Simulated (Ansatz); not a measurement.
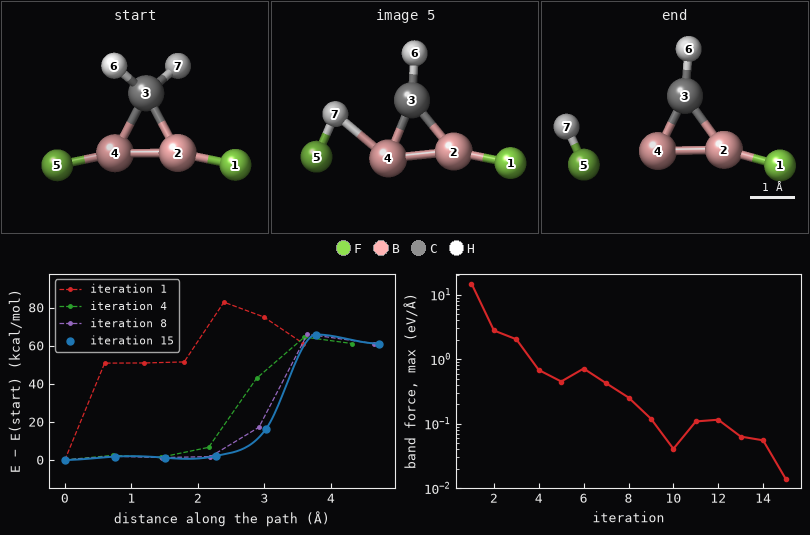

NEB run on CH2B2F2. Images are numbered from 0 (start) to 6 (end). The plot follows the band through its iterations. Style: ball-and-stick. Shown face on.

These are results of Ansatz, RKS r2SCAN-D4/6-31G, not measurements. Run with 5 movable images; climbing image; force threshold 0.05 eV/Å; iteration limit 60; starting path by straight interpolation.

Question: Did the band converge, and can the barrier be trusted?

Answer: The run is converged, with reservations. The band converged in 15 iterations. The largest component of the band force went from 15 to 0.014 eV/Å. The climbing image converged on the top of the path. Its curvatures weren't checked. The straight starting path can push atoms close together and costs iterations. The first iteration put the highest image at 82.8 kcal/mol. The highest point, image 5, lies 65.8 kcal/mol above the start and 4.8 kcal/mol above the end; the end is at +61.1 kcal/mol relative to the start.

The run took 5.4 min on 1 thread of Arm Neoverse N1, with other jobs on the host, peak memory 0.11 GiB.
